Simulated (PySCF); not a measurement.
**CH11ClSi4 (SMILES [SiH3][SiH2][SiH2][SiH2]CCl): density, localisation and related maps**

The calculation's input:

```
{"job": {"kind": "nmr", "xc": "PBE0", "basis": "pcSseg-1"}, "charge": 0, "multiplicity": 1}
Si     2.250769     1.165309    -0.333060
Si     1.673614    -0.944115     0.531842
Si    -0.242522    -1.716305    -0.582901
Si    -2.168242    -0.560646     0.094177
C     -1.808789     1.302735     0.230466
Cl    -0.613380     1.585734     1.538328
H      3.410489     0.999613    -1.265836
H      2.640260     2.127123     0.740672
H      1.119980     1.740657    -1.126554
H      1.444815    -0.906635     2.007570
H      2.794636    -1.902020     0.260100
H     -0.051684    -1.498814    -2.054080
H     -0.461083    -3.180399    -0.354609
H     -3.282235    -0.747484    -0.890496
H     -2.622174    -1.037871     1.435029
H     -2.711828     1.877645     0.481005
H     -1.386184     1.712823    -0.698470
```

Run with:

```sh
OMP_NUM_THREADS=1 python probes_run.py task.json out
```

Geometry: PBE0-D3(BJ)/def2-SVP.

Theory: PySCF, PBE0/pcSseg-1, SCF density, gas phase, non-relativistic.

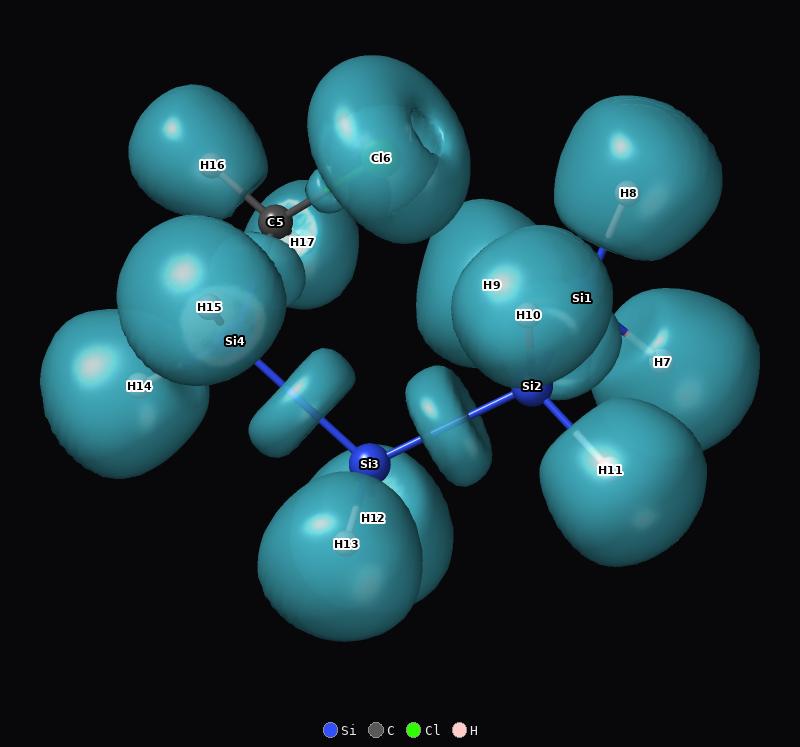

Figure 1. Isosurface of the ELF at 0.8 (cyan), seen at a tilt. Only the valence region is drawn (cores and ρ < 0.01 e/Å³ removed).

Describe the localisation domains.

The surface consists of one region between bonded C–Cl atoms (shared pairs), one region between bonded C–Si atoms (shared pairs), three regions between bonded Si–Si atoms (shared pairs), eleven regions around hydrogen nuclei and one ring or bowl of non-bonding electrons around Cl.


C–Cl (1.79 Å): the ELF peaks at about 0.90 between the atoms: a shared electron pair. C–Si (1.90 Å): the ELF peaks at about 0.95 between the atoms (a covalent bond).

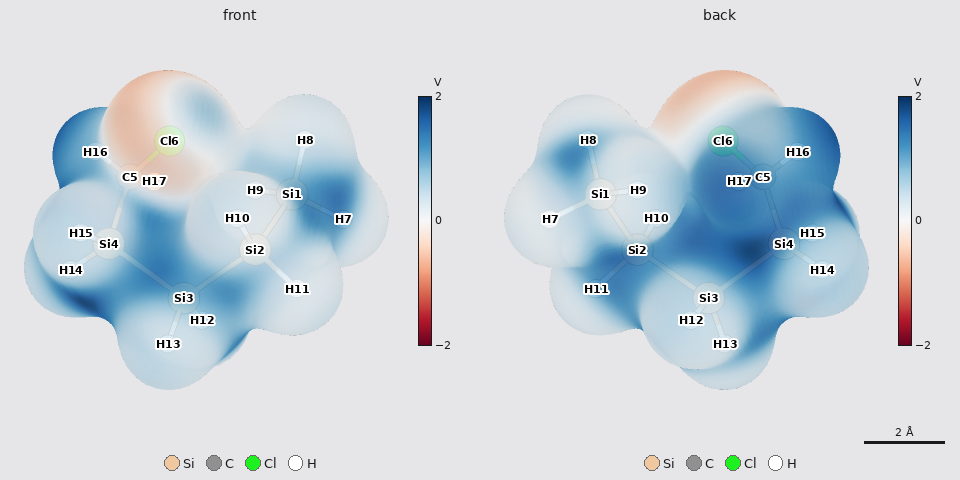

Figure 2. The electrostatic potential painted on the density surface at 0.004 e/bohr³, seen from the front and from behind; red is negative and blue positive.

Describe the electrostatic potential map.

The most negative region (about −0.6 V) lies over Cl6, the most positive (about +1.8 V) over Si4. Cl6 shows a σ-hole: about +0.7 V at the tip opposite its bond, against about −0.3 V on its flanks.

How polar is the molecule by this calculation?

Its dipole moment is 1.64 D.
